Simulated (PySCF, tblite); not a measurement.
# C5H5F3O2: a rotation path, then NMR shifts on frames, part 2 of 2

tblite 0.8.0 and PySCF 2.14.0. Atoms count from 0. Earlier steps stand in the parts before.

## (5) Nuclear shieldings: image 4, PBE0/pcSseg-1

What the job is given:

```
{"job": {"kind": "nmr", "xc": "PBE0", "basis": "pcSseg-1", "pop": false}, "charge": 0, "multiplicity": 1}
F      3.036100     1.609900     0.001200
C      2.422400     0.490600    -0.411600
F      2.660700    -0.428800     0.527100
F      3.093800     0.090700    -1.502000
O      1.157900     0.727600    -0.700600
C      0.083600     0.081000    -0.083000
C      0.012000    -0.855900     0.855400
O     -1.261700    -1.209400     1.164800
C     -2.159000    -0.426800     0.368300
C     -1.300700     0.475600    -0.533600
H      0.770800    -1.378800     1.404400
H     -2.788200    -1.116700    -0.200300
H     -2.797600     0.146200     1.046900
H     -1.489200     1.536100    -0.365100
H     -1.445500     0.266700    -1.594000
```

With the program's defaults for keys left out, this is: GIAO PBE0/pcSseg-1 NMR shielding, non-relativistic, gas phase.

Output:

```text
coarse grid: 13960 points
cycle   1  E = -642.4584537012  dE =  2.010e+00  |g| = 1.094e+00  |ddm| = 3.561e+00
cycle   2  E = -642.2350449743  dE =  2.234e-01  |g| = 1.631e+00  |ddm| = 1.435e+00
cycle   3  E = -642.6549379837  dE = -4.199e-01  |g| = 1.742e-01  |ddm| = 9.667e-01
cycle   4  E = -642.6592053419  dE = -4.267e-03  |g| = 9.785e-02  |ddm| = 2.013e-01
cycle   5  E = -642.6611218957  dE = -1.917e-03  |g| = 1.573e-02  |ddm| = 8.210e-02
cycle   6  E = -642.6611691764  dE = -4.728e-05  |g| = 6.468e-03  |ddm| = 1.527e-02
cycle   7  E = -642.6611779808  dE = -8.804e-06  |g| = 1.048e-03  |ddm| = 4.716e-03
final grid: 140128 points
cycle   8  E = -642.7604149472  dE = -4.321e-05  |g| = 1.412e-02  |ddm| = 2.833e-02
cycle   9  E = -642.7603708547  dE =  4.409e-05  |g| = 2.136e-02  |ddm| = 1.928e-02
cycle  10  E = -642.7604493649  dE = -7.851e-05  |g| = 1.518e-03  |ddm| = 1.238e-02
cycle  11  E = -642.7604498110  dE = -4.461e-07  |g| = 4.892e-04  |ddm| = 1.506e-03
cycle  12  E = -642.7604498541  dE = -4.306e-08  |g| = 1.991e-04  |ddm| = 5.053e-04
cycle  13  E = -642.7604498623  dE = -8.230e-09  |g| = 4.200e-05  |ddm| = 1.653e-04
cycle  14  E = -642.7604498626  dE = -2.615e-10  |g| = 1.095e-05  |ddm| = 2.742e-05
converged SCF energy = -642.7604498626

GIAO shielding tensors (ppm)
atom      isotropic    diamagn.    paramagn.     s11        s22        s33       span
  0 F      229.550     468.537    -238.987    162.137    178.063    348.451    186.314
  1 C       55.817     237.135    -181.318     49.664     53.741     64.045     14.381
  2 F      249.821     474.682    -224.861    187.676    213.386    348.400    160.724
  3 F      229.507     468.506    -238.999    162.112    178.035    348.374    186.262
  4 O      207.767     400.954    -193.187    159.008    215.617    248.676     89.668
  5 C       47.813     255.548    -207.735    -31.787     72.776    102.450    134.237
  6 C       51.287     253.817    -202.530    -17.512     65.848    105.525    123.037
  7 O      247.621     396.871    -149.250    203.639    224.220    315.006    111.367
  8 C      118.362     244.116    -125.754     82.265    102.837    169.985     87.720
  9 C      152.347     248.609     -96.262    124.552    159.714    172.774     48.222
 10 H       25.169      31.647      -6.478     21.383     25.338     28.786      7.403
 11 H       27.166      27.845      -0.679     22.848     26.334     32.316      9.468
 12 H       27.174      27.898      -0.724     22.759     26.380     32.384      9.625
 13 H       28.596      29.642      -1.046     24.672     27.036     34.081      9.408
 14 H       28.554      29.632      -1.078     24.585     27.021     34.057      9.472
```

Wall time 70 s (1 thread of Intel Xeon at 2.50GHz, shared host); peak memory 0.88 GiB.

In short: δ C5 139.1, C6 135.6, C1 131.1, C8 68.6, H10 6.55, H11 4.55 ppm.

## (6) Nuclear shieldings: image 6, PBE0/pcSseg-1

What the job is given:

```
{"job": {"kind": "nmr", "xc": "PBE0", "basis": "pcSseg-1", "pop": false}, "charge": 0, "multiplicity": 1}
F      2.811300     1.328900     0.467200
C      2.403100     0.428500    -0.446800
F      2.662200    -0.770500     0.094800
F      3.217800     0.558000    -1.491000
O      1.161900     0.614100    -0.846600
C      0.086100     0.092800    -0.119600
C      0.036200    -0.739100     0.914100
O     -1.228700    -1.065400     1.280500
C     -2.143100    -0.391800     0.406600
C     -1.306000     0.431900    -0.587100
H      0.810600    -1.191500     1.503700
H     -2.757900    -1.149200    -0.087800
H     -2.792600     0.232500     1.025900
H     -1.506500     1.501200    -0.513000
H     -1.458900     0.127900    -1.622800
```

Level: GIAO PBE0/pcSseg-1 NMR shielding, non-relativistic, gas phase.

Output:

```text
coarse grid: 13960 points
cycle   1  E = -642.4614776988  dE =  2.011e+00  |g| = 1.093e+00  |ddm| = 3.567e+00
cycle   2  E = -642.2378023731  dE =  2.237e-01  |g| = 1.630e+00  |ddm| = 1.430e+00
cycle   3  E = -642.6571378803  dE = -4.193e-01  |g| = 1.742e-01  |ddm| = 9.610e-01
cycle   4  E = -642.6614247827  dE = -4.287e-03  |g| = 9.783e-02  |ddm| = 2.016e-01
cycle   5  E = -642.6633441652  dE = -1.919e-03  |g| = 1.558e-02  |ddm| = 8.204e-02
cycle   6  E = -642.6633905096  dE = -4.634e-05  |g| = 6.475e-03  |ddm| = 1.524e-02
cycle   7  E = -642.6633993769  dE = -8.867e-06  |g| = 1.054e-03  |ddm| = 4.747e-03
final grid: 140128 points
cycle   8  E = -642.7635374139  dE = -4.345e-05  |g| = 1.406e-02  |ddm| = 2.832e-02
cycle   9  E = -642.7634936100  dE =  4.380e-05  |g| = 2.126e-02  |ddm| = 1.930e-02
cycle  10  E = -642.7635715666  dE = -7.796e-05  |g| = 1.566e-03  |ddm| = 1.236e-02
cycle  11  E = -642.7635720443  dE = -4.777e-07  |g| = 4.809e-04  |ddm| = 1.542e-03
cycle  12  E = -642.7635720858  dE = -4.146e-08  |g| = 2.021e-04  |ddm| = 5.004e-04
cycle  13  E = -642.7635720941  dE = -8.379e-09  |g| = 3.967e-05  |ddm| = 1.632e-04
cycle  14  E = -642.7635720944  dE = -2.262e-10  |g| = 1.113e-05  |ddm| = 2.615e-05
converged SCF energy = -642.7635720944

GIAO shielding tensors (ppm)
atom      isotropic    diamagn.    paramagn.     s11        s22        s33       span
  0 F      239.404     471.200    -231.795    162.511    197.799    357.902    195.391
  1 C       56.720     237.116    -180.396     51.219     53.328     65.613     14.394
  2 F      248.134     474.522    -226.388    171.478    223.645    349.280    177.802
  3 F      240.463     466.805    -226.342    172.684    195.296    353.409    180.725
  4 O      203.913     400.348    -196.435    158.365    217.363    236.011     77.646
  5 C       48.631     255.962    -207.331    -32.701     75.264    103.331    136.031
  6 C       49.819     254.336    -204.517    -22.191     65.737    105.911    128.102
  7 O      246.055     396.876    -150.821    204.499    220.496    313.170    108.671
  8 C      117.841     244.085    -126.244     80.850    102.682    169.992     89.142
  9 C      152.765     248.484     -95.718    125.469    160.042    172.784     47.315
 10 H       25.183      31.654      -6.471     21.688     25.113     28.749      7.061
 11 H       27.131      27.867      -0.737     22.737     26.316     32.338      9.601
 12 H       27.136      27.910      -0.775     22.797     26.320     32.290      9.493
 13 H       28.562      29.563      -1.001     24.612     26.910     34.164      9.552
 14 H       28.591      29.589      -0.998     24.653     26.991     34.130      9.477
```

It took 62 s on 1 thread of Intel Xeon at 2.50GHz, shared host; peak memory 0.88 GiB.

Key values: δ C5 138.3, C6 137.1, C1 130.2, C8 69.1, H10 6.53, H11 4.59 ppm.

## (7) NMR shieldings: image 8, PBE0/pcSseg-1

What the job is given:

```
{"job": {"kind": "nmr", "xc": "PBE0", "basis": "pcSseg-1", "pop": false}, "charge": 0, "multiplicity": 1}
F      2.599200     0.868900     0.772200
C      2.371700     0.376800    -0.458900
F      2.683100    -0.929800    -0.379700
F      3.259200     0.937400    -1.269800
O      1.158500     0.611800    -0.913400
C      0.088300     0.101800    -0.170100
C      0.072200    -0.620200     0.944400
O     -1.180500    -0.924000     1.366900
C     -2.118800    -0.352800     0.445500
C     -1.312500     0.374200    -0.645600
H      0.867500    -0.999000     1.558600
H     -2.725800    -1.167800     0.042200
H     -2.766700     0.324500     1.008500
H     -1.518900     1.444400    -0.681600
H     -1.480900    -0.038000    -1.641100
```

Level: GIAO PBE0/pcSseg-1 NMR shielding, non-relativistic, gas phase.

Output:

```text
coarse grid: 13960 points
cycle   1  E = -642.4635687019  dE =  2.018e+00  |g| = 1.093e+00  |ddm| = 3.574e+00
cycle   2  E = -642.2387853674  dE =  2.248e-01  |g| = 1.633e+00  |ddm| = 1.426e+00
cycle   3  E = -642.6590179698  dE = -4.202e-01  |g| = 1.740e-01  |ddm| = 9.569e-01
cycle   4  E = -642.6632981551  dE = -4.280e-03  |g| = 9.808e-02  |ddm| = 2.019e-01
cycle   5  E = -642.6652319347  dE = -1.934e-03  |g| = 1.564e-02  |ddm| = 8.247e-02
cycle   6  E = -642.6652790661  dE = -4.713e-05  |g| = 6.462e-03  |ddm| = 1.542e-02
cycle   7  E = -642.6652879147  dE = -8.849e-06  |g| = 1.086e-03  |ddm| = 4.764e-03
final grid: 140128 points
cycle   8  E = -642.7656772706  dE = -4.447e-05  |g| = 1.411e-02  |ddm| = 2.784e-02
cycle   9  E = -642.7656339445  dE =  4.333e-05  |g| = 2.124e-02  |ddm| = 1.930e-02
cycle  10  E = -642.7657116842  dE = -7.774e-05  |g| = 1.582e-03  |ddm| = 1.232e-02
cycle  11  E = -642.7657121673  dE = -4.831e-07  |g| = 4.775e-04  |ddm| = 1.551e-03
cycle  12  E = -642.7657122080  dE = -4.063e-08  |g| = 2.069e-04  |ddm| = 5.040e-04
cycle  13  E = -642.7657122167  dE = -8.727e-09  |g| = 3.772e-05  |ddm| = 1.652e-04
cycle  14  E = -642.7657122169  dE = -1.987e-10  |g| = 1.143e-05  |ddm| = 2.469e-05
converged SCF energy = -642.7657122169

GIAO shielding tensors (ppm)
atom      isotropic    diamagn.    paramagn.     s11        s22        s33       span
  0 F      247.729     473.674    -225.944    162.693    221.240    359.255    196.562
  1 C       57.193     237.442    -180.249     51.826     53.050     66.705     14.879
  2 F      247.152     473.614    -226.461    162.230    220.342    358.885    196.655
  3 F      246.575     466.306    -219.731    179.298    204.435    355.993    176.695
  4 O      199.449     399.993    -200.544    156.075    218.348    223.924     67.849
  5 C       48.979     256.933    -207.954    -33.968     77.842    103.063    137.031
  6 C       48.785     254.752    -205.967    -25.648     66.616    105.386    131.034
  7 O      245.755     396.943    -151.188    206.128    218.193    312.944    106.816
  8 C      117.289     244.053    -126.763     79.184    102.671    170.013     90.828
  9 C      153.193     248.354     -95.161    126.641    160.409    172.530     45.889
 10 H       25.275      31.644      -6.368     22.200     24.770     28.856      6.655
 11 H       27.087      27.906      -0.819     22.690     26.286     32.286      9.597
 12 H       27.085      27.915      -0.829     22.698     26.276     32.282      9.584
 13 H       28.557      29.531      -0.974     24.619     26.832     34.218      9.599
 14 H       28.551      29.501      -0.950     24.612     26.819     34.223      9.612
```

Run time: 67 s. Hardware: 1 thread of Intel Xeon at 2.50GHz, shared host; peak memory 0.97 GiB.

In short: δ C6 138.1, C5 137.9, C1 129.7, C8 69.6, H10 6.44, H12 4.63 ppm.

## (8) Run by run: NMR shifts

Shifts (ppm) of some atoms, chosen among heavy atoms and hydrogens apart, with basis size and wall time:

| frame | C6 | H10 | H12 | F0 | F2 | F3 | O4 | functions | time |
| --- | --- | --- | --- | --- | --- | --- | --- | --- | --- |
| image 0 | 138.1 | 6.44 | 4.62 | -75.6 | -76.4 | -76.5 | 136.6 | 195 | 74 s |
| image 2 | 137.1 | 6.54 | 4.58 | -69.4 | -77.2 | -68.4 | 132.2 | 195 | 76 s |
| image 4 | 135.6 | 6.55 | 4.54 | -58.6 | -78.9 | -58.6 | 128.3 | 195 | 70 s |
| image 6 | 137.1 | 6.53 | 4.58 | -68.5 | -77.2 | -69.5 | 132.2 | 195 | 62 s |
| image 8 | 138.1 | 6.44 | 4.63 | -76.8 | -76.2 | -75.6 | 136.6 | 195 | 67 s |

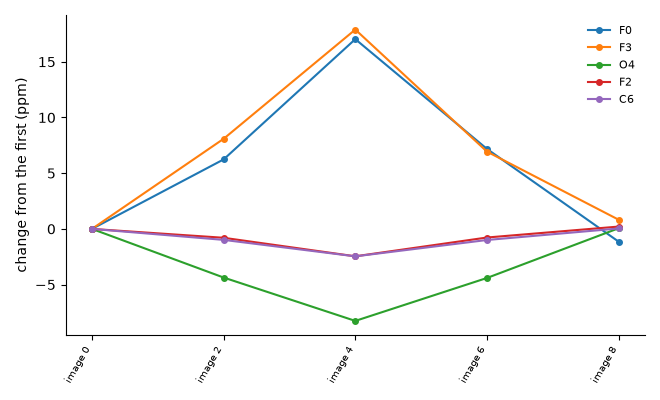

How five of the tabulated atoms move from run to run.

## (9) Outcome

What follows sums up all 2 parts.

```
                                         quantity                                value
                                          barrier   0.141 eV (3.2 kcal/mol) at image 4
                            end to end (GFN2-xTB)                             0.000 eV
  13C shifts against TMS (PBE0/pcSseg-1, image 0)  138.1, 137.9, 129.7, 69.6, 33.7 ppm
   1H shifts against TMS (PBE0/pcSseg-1, image 0)     6.44, 4.63, 4.62, 3.17, 3.16 ppm
19F shifts against CFCl3 (PBE0/pcSseg-1, image 0)              -75.6, -76.4, -76.5 ppm
  17O shifts against H2O (PBE0/pcSseg-1, image 0)                      136.6, 90.3 ppm
                         range of the shift of F0                   -76.8 to -58.6 ppm
```

Along the band the dihedral turns by 120°, and the top (dihedral -121°) lies 3.2 kcal/mol above the start (GFN2-xTB, rough), so at room temperature this motion is fast. The top was not checked by a frequency run. Shifts at one fixed geometry are not the observed spectrum, which averages over the motion. In ppm, F0 moves most: its shift spreads over 18.2 ppm, from -76.8 (image 8) to -58.6 (image 4).
